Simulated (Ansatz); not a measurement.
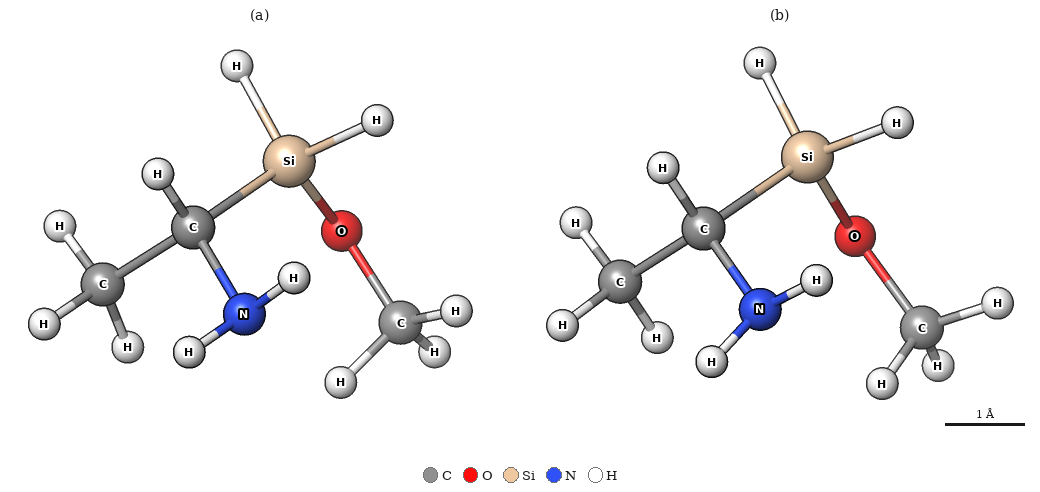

The structure of C3H11NOSi before (left) and after (right) a relaxation, at one scale.

Style: ball-and-stick. Shown at a tilt.

The run prepares the start of a later molecular dynamics calculation, from a guessed geometry.

Method: RKS PBE/6-31G (Ansatz 0.2.0). Settings: no spin polarisation; force threshold 0.02 eV/Å; at most 40 steps.

Describe what moved and what it gained.

The energy falls by 14.7 kcal/mol in 9 accepted moves (11 points after the start). The largest force component goes from 3.5 to 0.0097 eV/Å. The line search rejected the trial steps at points 3, 5 of the run. An H atom moves most after the best rigid fit: 0.46 Å. Largest moves by element: H 0.46 Å, C 0.15 Å, Si 0.12 Å, O 0.11 Å, N 0.10 Å. Some distances before and after: O–Si 1.650 → 1.754 Å, C–Si 1.853 → 1.938 Å, C–O 1.423 → 1.464 Å, C–C 1.579 → 1.538 Å. Bond angles that change, for instance: C–N–H 106.4° → 114.6°, N–C–H 106.6° → 113.9°, H–N–H 104.9° → 111.4°.
